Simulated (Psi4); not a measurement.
## SnH2SO (SMILES [OH][Sn][SH]): methods side by side

The species is SnH2SO (5 atoms), meant as a singlet with charge 0. SMILES: `[OH][Sn][SH]`. The shape was relaxed beforehand at PBE0/def2-TZVP. This is one conformer, not always the lowest.

```
atom    x (Å)    y (Å)    z (Å)
   O  -1.0598  -1.1046  -0.0735
  Sn  -1.2324   0.8488  -0.3189
   S   1.1142   1.4967  -0.0055
   H  -0.1867  -1.4608   0.1080
   H   1.5765   0.2536   0.2091
```

Each level gives the HOMO–LUMO gap (eV). The values are calculated.

```
                                                 level                    kind  program  value (eV)  CPU time
   PBE-D4/def2-TZVPP (density fitting, core potential)                     GGA     Psi4        3.42      30 s
r2SCAN-D4/def2-TZVPP (density fitting, core potential)                meta-GGA     Psi4        3.77      82 s
 B3LYP-D4/def2-TZVPP (density fitting, core potential)           global hybrid     Psi4        4.70      31 s
  PBE0-D4/def2-TZVPP (density fitting, core potential)           global hybrid     Psi4        5.10      30 s
  wB97M-V/def2-TZVPP (density fitting, core potential)  range-separated hybrid     Psi4        8.87      80 s
```

The values span 3.42 to 8.87 eV. Orbital gaps aren't excitation energies; they tend to grow with the share of exact exchange. CPU times are rough (shared hosts, several kinds of processor and program).

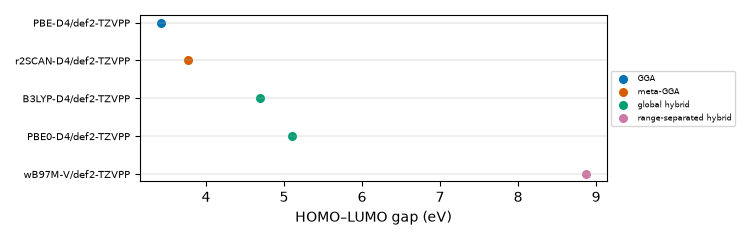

The values of the table, level by level.
